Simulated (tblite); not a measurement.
## Run report: C$_{3}$H$_{13}$F$_{3}$O$_{3}$Si$_{5}$, geometry relaxation (part 1 of 2)

The run: geometry relaxation of C$_{3}$H$_{13}$F$_{3}$O$_{3}$Si$_{5}$, SMILES C=C[Si@H](F)O[Si@](C)(F)O[Si@@H]([SiH3])O[SiH2]F. Method and program: GFN2-xTB geometry optimisation, gas phase (tblite 0.8.0).

The run did not end well.

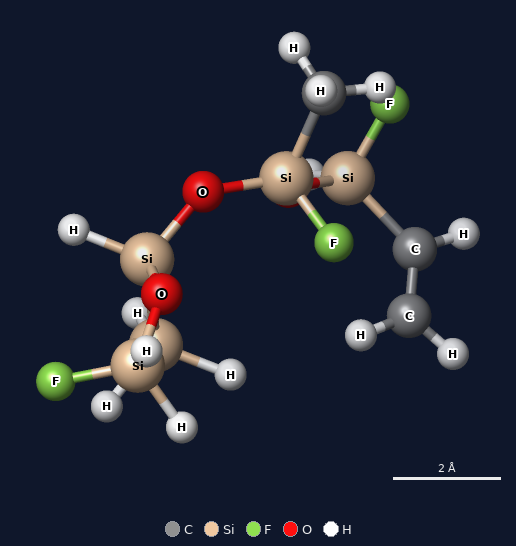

The input geometry (ball-and-stick view, seen at a tilt).

The input:
```
{"job": {"xc": "GFN2-xTB", "basis": "xTB", "kind": "relax"}, "charge": 0, "multiplicity": 1}
C      3.206500     1.506300     0.883300
C      3.772000     0.735400    -0.050200
Si     3.115900    -0.806500    -0.779100
F      3.540000    -0.812500    -2.334000
O      1.462600    -0.925300    -0.709300
Si     0.150000    -0.228400    -1.444600
C      0.241300    -0.206400    -3.292600
F      0.097600     1.299400    -0.935200
O     -1.210900    -0.975500    -0.881500
Si    -2.179700    -0.972100     0.473000
Si    -0.896300    -0.888400     2.429800
O     -3.260300     0.276700     0.384800
Si    -4.358200     1.042800     1.367500
F     -5.058500    -0.067400     2.268300
H      3.695400     2.412300     1.247000
H      2.215200     1.295600     1.315500
H      4.754600     1.001600    -0.425700
H      3.703500    -1.986600    -0.113900
H      1.114500     0.349200    -3.635200
H     -0.642700     0.265200    -3.711900
H      0.301700    -1.218600    -3.687000
H     -2.944700    -2.238000     0.470100
H     -0.045100     0.349500     2.452100
H      0.000700    -2.076000     2.519000
H     -1.775700    -0.850100     3.631700
H     -5.379200     1.739600     0.542300
H     -3.640100     2.004400     2.236300
```

The first line tells a small driver script what to run in tblite; the rest is the geometry in Å.

Machine: 1 CPU thread, shared host.

Launched with:
```bash
OMP_NUM_THREADS=1 python <driver script> task.json out
```

The program's output:
```
step      E/eV     max force
  0   -1321.61473    1.694
  1   -1321.76664    0.658
  2   -1321.83544    0.751
  3   -1321.89140    0.617
  4   -1321.93983    0.445
  5   -1321.96679    0.359
  6   -1321.98717    0.377
  7   -1322.01833    0.409
  8   -1322.04431    0.390
  9   -1322.06154    0.278
 10   -1322.07156    0.196
 11   -1322.07901    0.179
 12   -1322.08567    0.162
 13   -1322.09204    0.162
 14   -1322.09829    0.195
 15   -1322.10431    0.184
 16   -1322.10892    0.148
 17   -1322.11185    0.097
 18   -1322.11412    0.104
 19   -1322.11671    0.116
 20   -1322.11977    0.126
 21   -1322.12263    0.126
 22   -1322.12481    0.100
 23   -1322.12665    0.096
 24   -1322.12863    0.104
 25   -1322.13056    0.091
 26   -1322.13201    0.081
 27   -1322.13301    0.064
 28   -1322.13387    0.083
 29   -1322.13481    0.071
 30   -1322.13577    0.064
 31   -1322.13664    0.055
 32   -1322.13741    0.057
 33   -1322.13810    0.060
 34   -1322.13874    0.044
 35   -1322.13937    0.044
 36   -1322.14004    0.054
 37   -1322.14080    0.067
 38   -1322.14162    0.067
 39   -1322.14244    0.059
 40   -1322.14332    0.069
 41   -1322.14447    0.075
 42   -1322.14604    0.082
 43   -1322.14780    0.088
 44   -1322.14923    0.087
 45   -1322.15024    0.078
 46   -1322.15108    0.057
 47   -1322.15190    0.078
 48   -1322.15266    0.068
 49   -1322.15332    0.065
 50   -1322.15396    0.068
 51   -1322.15467    0.059
 52   -1322.15547    0.069
 53   -1322.15622    0.060
 54   -1322.15680    0.044
 55   -1322.15723    0.044
 56   -1322.15760    0.049
 57   -1322.15799    0.050
 58   -1322.15850    0.054
 59   -1322.15904    0.047
 60   -1322.15950    0.057
 61   -1322.15989    0.043
 62   -1322.16028    0.046
 63   -1322.16078    0.039
 64   -1322.16078    0.039
 65   -1322.16095    0.030
 66   -1322.16120    0.028
 67   -1322.16133    0.034
 68   -1322.16166    0.045
 69   -1322.16193    0.034
 70   -1322.16215    0.032
 71   -1322.16233    0.029
 72   -1322.16255    0.037
 73   -1322.16284    0.040
 74   -1322.16318    0.035
 75   -1322.16351    0.041
 76   -1322.16379    0.035
 77   -1322.16403    0.033
 78   -1322.16427    0.034
 79   -1322.16457    0.038
 80   -1322.16493    0.047
 81   -1322.16528    0.044
 82   -1322.16557    0.036
 83   -1322.16585    0.043
 84   -1322.16618    0.048
 85   -1322.16656    0.040
 86   -1322.16686    0.031
 87   -1322.16704    0.024
 88   -1322.16717    0.026
 89   -1322.16734    0.029
 90   -1322.16756    0.036
 91   -1322.16780    0.033
 92   -1322.16801    0.026
 93   -1322.16817    0.029
 94   -1322.16830    0.023
 95   -1322.16845    0.031
 96   -1322.16862    0.030
 97   -1322.16882    0.035
 98   -1322.16904    0.042
 99   -1322.16929    0.035
100   -1322.16957    0.040
101   -1322.16987    0.041
102   -1322.17017    0.041
103   -1322.17045    0.033
104   -1322.17072    0.035
105   -1322.17100    0.038
106   -1322.17127    0.028
107   -1322.17153    0.030
108   -1322.17176    0.027
109   -1322.17199    0.031
110   -1322.17222    0.028
111   -1322.17246    0.031
112   -1322.17271    0.032
113   -1322.17294    0.032
114   -1322.17317    0.027
115   -1322.17339    0.034
116   -1322.17362    0.030
117   -1322.17383    0.042
118   -1322.17409    0.046
119   -1322.17437    0.039
120   -1322.17473    0.028
121   -1322.17492    0.030
122   -1322.17521    0.033
123   -1322.17545    0.033
124   -1322.17575    0.037
125   -1322.17608    0.037
126   -1322.17645    0.044
127   -1322.17677    0.039
128   -1322.17701    0.038
129   -1322.17720    0.034
130   -1322.17739    0.034
131   -1322.17768    0.027
132   -1322.17788    0.035
133   -1322.17807    0.031
134   -1322.17823    0.030
135   -1322.17843    0.044
136   -1322.17870    0.046
137   -1322.17904    0.038
138   -1322.17931    0.031
139   -1322.17943    0.044
140   -1322.17961    0.026
141   -1322.17982    0.041
142   -1322.18025    0.056
143   -1322.18060    0.051
144   -1322.18096    0.038
145   -1322.18122    0.031
146   -1322.18147    0.032
147   -1322.18170    0.032
148   -1322.18192    0.063
149   -1322.18220    0.040
150   -1322.18271    0.041
151   -1322.18315    0.052
152   -1322.18375    0.056
153   -1322.18426    0.041
154   -1322.18464    0.035
155   -1322.18491    0.030
156   -1322.18516    0.032
157   -1322.18551    0.033
158   -1322.18581    0.041
159   -1322.18624    0.047
160   -1322.18662    0.035
161   -1322.18690    0.033
162   -1322.18708    0.030
163   -1322.18726    0.029
164   -1322.18752    0.030
165   -1322.18797    0.026
166   -1322.18823    0.034
167   -1322.18845    0.037
168   -1322.18869    0.038
169   -1322.18900    0.026
170   -1322.18929    0.025
171   -1322.18949    0.024
172   -1322.18964    0.025
173   -1322.18985    0.027
174   -1322.19013    0.030
175   -1322.19043    0.031
176   -1322.19065    0.039
177   -1322.19088    0.029
178   -1322.19107    0.026
179   -1322.19129    0.025
180   -1322.19160    0.026
181   -1322.19188    0.033
182   -1322.19215    0.030
183   -1322.19241    0.029
184   -1322.19269    0.037
185   -1322.19293    0.041
186   -1322.19319    0.043
187   -1322.19346    0.032
188   -1322.19382    0.037
189   -1322.19413    0.038
190   -1322.19458    0.047
191   -1322.19507    0.057
192   -1322.19557    0.049
193   -1322.19597    0.057
194   -1322.19627    0.052
195   -1322.19677    0.040
196   -1322.19745    0.047
197   -1322.19808    0.052
198   -1322.19870    0.052
199   -1322.19913    0.047
200   -1322.19963    0.043
201   -1322.20000    0.045
202   -1322.20044    0.056
203   -1322.20088    0.054
204   -1322.20141    0.085
205   -1322.20191    0.065
206   -1322.20239    0.051
207   -1322.20278    0.047
208   -1322.20313    0.042
209   -1322.20347    0.045
210   -1322.20388    0.038
211   -1322.20432    0.037
212   -1322.20471    0.040
213   -1322.20506    0.049
214   -1322.20540    0.051
215   -1322.20579    0.046
216   -1322.20614    0.037
217   -1322.20638    0.028
218   -1322.20657    0.037
219   -1322.20679    0.030
220   -1322.20707    0.030
221   -1322.20730    0.024
222   -1322.20748    0.023
223   -1322.20764    0.029
224   -1322.20783    0.029
225   -1322.20807    0.031
226   -1322.20829    0.035
227   -1322.20847    0.033
228   -1322.20863    0.034
229   -1322.20879    0.030
230   -1322.20897    0.026
231   -1322.20918    0.030
232   -1322.20935    0.029
233   -1322.20952    0.028
234   -1322.20968    0.022
235   -1322.20983    0.023
236   -1322.20997    0.020
237   -1322.21009    0.039
238   -1322.21020    0.019
239   -1322.21031    0.016
240   -1322.21037    0.020
241   -1322.21047    0.026
242   -1322.21058    0.020
243   -1322.21070    0.019
244   -1322.21080    0.018
245   -1322.21089    0.018
246   -1322.21098    0.017
247   -1322.21107    0.022
248   -1322.21116    0.022
249   -1322.21125    0.021
250   -1322.21135    0.025
251   -1322.21146    0.034
252   -1322.21158    0.034
253   -1322.21170    0.023
254   -1322.21182    0.027
255   -1322.21195    0.027
256   -1322.21211    0.038
257   -1322.21233    0.041
258   -1322.21264    0.038
259   -1322.21301    0.044
260   -1322.21342    0.050
261   -1322.21388    0.063
262   -1322.21438    0.070
263   -1322.21489    0.050
264   -1322.21530    0.036
265   -1322.21561    0.044
266   -1322.21589    0.051
267   -1322.21622    0.047
268   -1322.21652    0.037
269   -1322.21694    0.044
270   -1322.21736    0.051
271   -1322.21783    0.042
272   -1322.21818    0.043
273   -1322.21859    0.046
274   -1322.21888    0.037
275   -1322.21912    0.029
276   -1322.21943    0.033
277   -1322.21958    0.026
278   -1322.21976    0.028
279   -1322.21990    0.022
280   -1322.22004    0.019
281   -1322.22017    0.022
282   -1322.22029    0.026
283   -1322.22038    0.026
284   -1322.22046    0.022
285   -1322.22056    0.020
286   -1322.22068    0.021
287   -1322.22079    0.023
288   -1322.22090    0.025
289   -1322.22105    0.030
290   -1322.22127    0.035
291   -1322.22155    0.040
292   -1322.22185    0.043
293   -1322.22215    0.045
294   -1322.22239    0.038
295   -1322.22269    0.038
296   -1322.22319    0.046
297   -1322.22375    0.045
298   -1322.22427    0.051
299   -1322.22474    0.075
300   -1322.22522    0.065
301   -1322.22598    0.064
302   -1322.22768    0.078
303   -1322.22898    0.082
304   -1322.23042    0.073
305   -1322.23132    0.071
306   -1322.23228    0.106
307   -1322.23210    0.145
308   -1322.23371    0.110
309   -1322.23441    0.079
310   -1322.23535    0.043
311   -1322.23602    0.052
312   -1322.23650    0.056
313   -1322.23724    0.064
314   -1322.23784    0.043
315   -1322.23832    0.042
316   -1322.23875    0.039
317   -1322.23915    0.042
318   -1322.23948    0.039
319   -1322.23981    0.041
320   -1322.24017    0.042
321   -1322.24055    0.049
322   -1322.24087    0.043
323   -1322.24114    0.038
324   -1322.24139    0.037
325   -1322.24166    0.031
326   -1322.24199    0.041
327   -1322.24239    0.053
328   -1322.24282    0.044
329   -1322.24323    0.049
330   -1322.24363    0.042
331   -1322.24408    0.050
332   -1322.24463    0.072
333   -1322.24526    0.067
334   -1322.24588    0.043
335   -1322.24641    0.044
336   -1322.24685    0.041
337   -1322.24725    0.047
338   -1322.24771    0.052
339   -1322.24827    0.044
340   -1322.24872    0.043
341   -1322.24923    0.052
342   -1322.24986    0.057
343   -1322.25067    0.068
344   -1322.25145    0.051
345   -1322.25198    0.044
346   -1322.25244    0.047
347   -1322.25306    0.055
348   -1322.25411    0.071
349   -1322.25514    0.062
350   -1322.25585    0.052
351   -1322.25637    0.058
352   -1322.25699    0.068
353   -1322.25774    0.056
354   -1322.25848    0.047
355   -1322.25892    0.048
356   -1322.25941    0.049
357   -1322.25984    0.056
358   -1322.26033    0.053
359   -1322.26084    0.048
360   -1322.26135    0.047
361   -1322.26187    0.038
362   -1322.26218    0.039
363   -1322.26243    0.042
364   -1322.26270    0.042
365   -1322.26296    0.034
366   -1322.26321    0.029
367   -1322.26332    0.030
368   -1322.26348    0.027
369   -1322.26370    0.027
370   -1322.26392    0.031
371   -1322.26413    0.038
372   -1322.26431    0.037
373   -1322.26452    0.038
374   -1322.26480    0.041
375   -1322.26513    0.038
376   -1322.26533    0.028
377   -1322.26548    0.023
378   -1322.26562    0.026
379   -1322.26583    0.041
380   -1322.26609    0.052
381   -1322.26638    0.051
382   -1322.26666    0.035
383   -1322.26693    0.026
384   -1322.26718    0.032
385   -1322.26742    0.036
386   -1322.26770    0.039
387   -1322.26804    0.034
388   -1322.26844    0.037
389   -1322.26883    0.039
390   -1322.26916    0.038
391   -1322.26953    0.039
392   -1322.26995    0.037
393   -1322.27039    0.042
394   -1322.27077    0.045
395   -1322.27112    0.053
396   -1322.27151    0.046
397   -1322.27187    0.044
398   -1322.27227    0.034
399   -1322.27259    0.039
400   -1322.27283    0.044
401   -1322.27308    0.053
402   -1322.27338    0.049
403   -1322.27366    0.044
404   -1322.27394    0.054
405   -1322.27424    0.048
406   -1322.27456    0.048
407   -1322.27480    0.041
408   -1322.27496    0.026
409   -1322.27509    0.026
410   -1322.27526    0.043
411   -1322.27550    0.065
412   -1322.27581    0.074
413   -1322.27608    0.049
414   -1322.27630    0.026
415   -1322.27648    0.041
416   -1322.27675    0.059
417   -1322.27710    0.068
418   -1322.27745    0.055
419   -1322.27771    0.026
420   -1322.27788    0.043
421   -1322.27805    0.040
422   -1322.27827    0.035
423   -1322.27857    0.042
424   -1322.27880    0.040
425   -1322.27899    0.047
426   -1322.27917    0.048
427   -1322.27940    0.032
428   -1322.27960    0.029
429   -1322.27978    0.027
430   -1322.27997    0.034
431   -1322.28022    0.043
432   -1322.28051    0.060
433   -1322.28093    0.053
434   -1322.28130    0.062
435   -1322.28152    0.044
436   -1322.28172    0.032
437   -1322.28195    0.034
438   -1322.28213    0.032
439   -1322.28236    0.040
440   -1322.28263    0.048
441   -1322.28290    0.050
442   -1322.28317    0.035
443   -1322.28346    0.028
444   -1322.28363    0.035
445   -1322.28394    0.045
446   -1322.28425    0.039
447   -1322.28455    0.051
448   -1322.28480    0.049
449   -1322.28503    0.038
450   -1322.28527    0.030
451   -1322.28550    0.032
452   -1322.28569    0.026
453   -1322.28586    0.035
454   -1322.28603    0.035
455   -1322.28623    0.039
456   -1322.28655    0.066
457   -1322.28675    0.044
458   -1322.28696    0.031
459   -1322.28720    0.048
460   -1322.28730    0.026
461   -1322.28742    0.023
462   -1322.28755    0.023
463   -1322.28764    0.020
464   -1322.28774    0.023
465   -1322.28783    0.022
466   -1322.28791    0.023
467   -1322.28800    0.020
468   -1322.28810    0.027
469   -1322.28817    0.019
470   -1322.28822    0.014
471   -1322.28825    0.016
472   -1322.28829    0.018
473   -1322.28833    0.018
474   -1322.28837    0.012
475   -1322.28839    0.012
476   -1322.28842    0.009
477   -1322.28844    0.013
478   -1322.28846    0.014
479   -1322.28849    0.013
480   -1322.28852    0.012
481   -1322.28854    0.008
482   -1322.28856    0.008
483   -1322.28858    0.009
484   -1322.28861    0.010
485   -1322.28863    0.011
486   -1322.28866    0.012
487   -1322.28868    0.015
488   -1322.28872    0.014
489   -1322.28875    0.014
490   -1322.28879    0.012
491   -1322.28882    0.011
492   -1322.28885    0.015
493   -1322.28889    0.017
494   -1322.28894    0.017
495   -1322.28900    0.017
496   -1322.28905    0.013
497   -1322.28910    0.014
498   -1322.28913    0.012
499   -1322.28916    0.010
500   -1322.28919    0.011
501   -1322.28923    0.017
502   -1322.28927    0.020
503   -1322.28932    0.018
504   -1322.28935    0.013
505   -1322.28937    0.013
506   -1322.28940    0.011
507   -1322.28943    0.011
508   -1322.28945    0.009
509   -1322.28947    0.009
510   -1322.28949    0.011
511   -1322.28951    0.010
512   -1322.28953    0.009
513   -1322.28955    0.009
514   -1322.28958    0.011
515   -1322.28961    0.013
516   -1322.28963    0.010
517   -1322.28965    0.009
518   -1322.28968    0.010
519   -1322.28970    0.011
520   -1322.28972    0.010
521   -1322.28974    0.007
522   -1322.28975    0.007
523   -1322.28976    0.008
524   -1322.28977    0.009
525   -1322.28978    0.007
526   -1322.28979    0.006
527   -1322.28980    0.007
528   -1322.28981    0.007
529   -1322.28982    0.009
530   -1322.28983    0.006
531   -1322.28983    0.005
532   -1322.28984    0.005
533   -1322.28985    0.007
534   -1322.28986    0.008
535   -1322.28987    0.007
536   -1322.28988    0.006
537   -1322.28988    0.005
538   -1322.28989    0.006
539   -1322.28990    0.006
540   -1322.28991    0.006
541   -1322.28992    0.006
542   -1322.28992    0.006
543   -1322.28993    0.007
544   -1322.28994    0.008
545   -1322.28995    0.009
546   -1322.28996    0.007
547   -1322.28997    0.005
548   -1322.28998    0.006
549   -1322.28999    0.006
550   -1322.29000    0.006
551   -1322.29001    0.007
552   -1322.29002    0.006
553   -1322.29003    0.006
554   -1322.29003    0.007
555   -1322.29004    0.006
556   -1322.29005    0.007
557   -1322.29006    0.006
558   -1322.29007    0.006
559   -1322.29008    0.006
560   -1322.29008    0.006
561   -1322.29009    0.007
562   -1322.29010    0.008
563   -1322.29011    0.009
564   -1322.29013    0.007
```

Trajectory as extended XYZ (Å, eV, eV/Å), 12 frames, from step=0 to step=564:
```
27
Properties=species:S:1:pos:R:3:forces:R:3 step=0 energy=-1321.61473
C     3.2065    1.5063    0.8833   -0.1080  -0.0190  -0.0710
C     3.7720    0.7354   -0.0502    0.0610   1.2200   0.7470
Si    3.1159   -0.8065   -0.7791   -1.1960  -1.1840   0.1460
F     3.5400   -0.8125   -2.3340   -0.0520  -0.0780   0.0110
O     1.4626   -0.9253   -0.7093    0.1620   0.4750  -0.5310
Si    0.1500   -0.2284   -1.4446   -0.3140  -0.9390   1.3750
C     0.2413   -0.2064   -3.2926   -0.0170  -0.1080  -0.5940
F     0.0976    1.2994   -0.9352    0.0690   0.0050   0.1610
O    -1.2109   -0.9755   -0.8815    0.4690   0.6370   0.3110
Si   -2.1797   -0.9721    0.4730    0.4110   0.0100   0.3350
Si   -0.8963   -0.8884    2.4298   -0.0430   0.3050  -0.5460
O    -3.2603    0.2767    0.3848   -0.5250   0.0590   0.7820
Si   -4.3582    1.0428    1.3675    0.9370   0.6190  -1.0670
F    -5.0585   -0.0674    2.2683   -0.0780  -0.1500   0.1210
H     3.6954    2.4123    1.2470   -0.1880  -0.3510  -0.0750
H     2.2152    1.2956    1.3155    0.6970   0.0480  -0.3990
H     4.7546    1.0016   -0.4257    0.0070   0.2140   0.1220
H     3.7035   -1.9866   -0.1139   -0.3990   0.1680  -0.3660
H     1.1145    0.3492   -3.6352   -0.1080  -0.1290   0.0510
H    -0.6427    0.2652   -3.7119    0.0270  -0.0230  -0.0690
H     0.3017   -1.2186   -3.6870    0.0320   0.1190  -0.0850
H    -2.9447   -2.2380    0.4701    0.0540   0.2690  -0.4950
H    -0.0451    0.3495    2.4521   -0.1920  -0.4330   0.1820
H     0.0007   -2.0760    2.5190   -0.2020   0.3510   0.1080
H    -1.7757   -0.8501    3.6317    0.2990  -0.0220  -0.1950
H    -5.3792    1.7396    0.5423    0.4100  -0.5530   0.2250
H    -3.6401    2.0044    2.2363   -0.2130  -0.5110  -0.1830
27
Properties=species:S:1:pos:R:3:forces:R:3 step=51 energy=-1322.15467
C     3.1559    1.5167    0.8794    0.0220  -0.0020  -0.0160
C     3.7899    0.7297    0.0206   -0.0110  -0.0320  -0.0090
Si    3.0322   -0.8254   -0.7020   -0.0450  -0.0150  -0.0200
F     3.5266   -0.9565   -2.2334    0.0260   0.0090   0.0210
O     1.4198   -0.7159   -0.7473   -0.0220  -0.0070  -0.0270
Si    0.1182   -0.0546   -1.4419   -0.0030   0.0020   0.0040
C     0.0938   -0.1689   -3.3164   -0.0110   0.0080   0.0070
F     0.1285    1.4882   -0.9641    0.0030  -0.0170   0.0110
O    -1.1529   -0.7588   -0.7707    0.0040   0.0070  -0.0150
Si   -2.0303   -1.0843    0.5671    0.0460   0.0370   0.0020
Si   -0.7609   -0.9493    2.4717    0.0130   0.0280   0.0280
O    -3.1776    0.0705    0.6114    0.0090   0.0020  -0.0090
Si   -4.2646    1.0612    1.2486    0.0000  -0.0090   0.0130
F    -5.1252    0.1768    2.2794   -0.0120  -0.0010   0.0080
H     3.6031    2.4110    1.2849   -0.0120   0.0140   0.0040
H     2.1501    1.2942    1.1976    0.0270   0.0330   0.0110
H     4.7983    0.9872   -0.2821   -0.0020   0.0080   0.0380
H     3.2854   -2.1057   -0.0704    0.0250   0.0050  -0.0050
H     0.9660    0.3190   -3.7400    0.0250   0.0010   0.0200
H    -0.7871    0.3094   -3.7308   -0.0300  -0.0030  -0.0080
H     0.1022   -1.2011   -3.6506   -0.0100  -0.0070   0.0020
H    -2.7346   -2.2906    0.1401   -0.0280  -0.0400  -0.0130
H     0.0662    0.2663    2.6107   -0.0260  -0.0250  -0.0330
H     0.1733   -2.0741    2.6296    0.0040  -0.0070  -0.0170
H    -1.6137   -0.9566    3.6716    0.0080  -0.0090   0.0230
H    -5.1663    1.4696    0.1914   -0.0070   0.0020  -0.0130
H    -3.6162    2.0687    2.0660    0.0080   0.0190  -0.0080
```
